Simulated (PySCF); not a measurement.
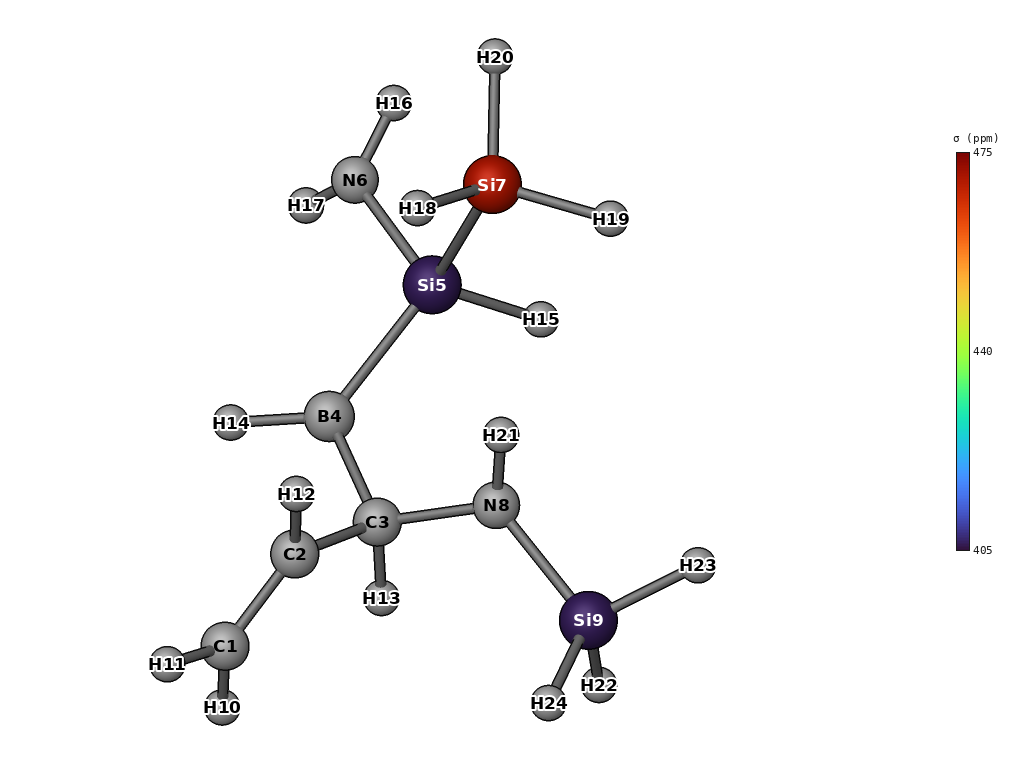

Atoms are coloured by their isotropic NMR shieldings (Si only, the others grey). Computed geometry: GFN2-xTB optimisation. No frequency run is at hand to confirm it as a minimum. Level of theory: GIAO PBE0/pcSseg-1 NMR shielding, non-relativistic, gas phase (PySCF 2.14.0).

Give the isotropic NMR shieldings of the Si atoms atom by atom.

```tsv
atom	σ (ppm)
Si5	406.3
Si7	470.7
Si9	406.2
```

The geometry is semi-empirical. Around B, Si such bond lengths and angles can be off by a tenth of an ångström or more and by several degrees, and values that hang on the shape move with them.
